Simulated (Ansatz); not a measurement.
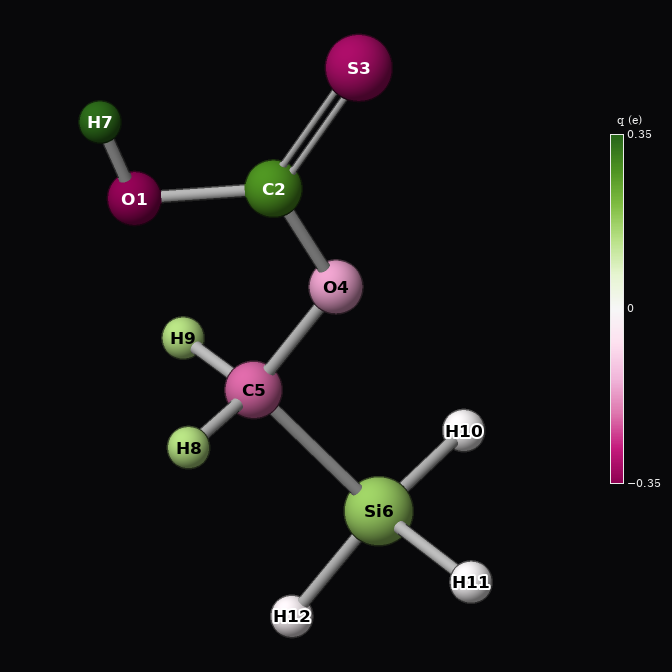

Atoms are coloured by their Mulliken charges. The computed structure is the end point of a PBE0-D4/def2-TZVP optimisation. No frequency run is at hand to confirm it as a minimum. Properties computed with RKS PBE0-D4/def2-TZVP (Ansatz 0.2.0).

Give the Mulliken charges atom by atom.

```
atom  value (e)
  O1      −0.34
  C2       0.28
  S3      −0.32
  O4      −0.16
  C5      −0.22
 Si6       0.17
  H7       0.34
  H8       0.14
  H9       0.14
 H10      −0.01
 H11      −0.01
 H12      −0.02
```

Mulliken values depend strongly on the basis set and can even reverse the polarity of a bond.
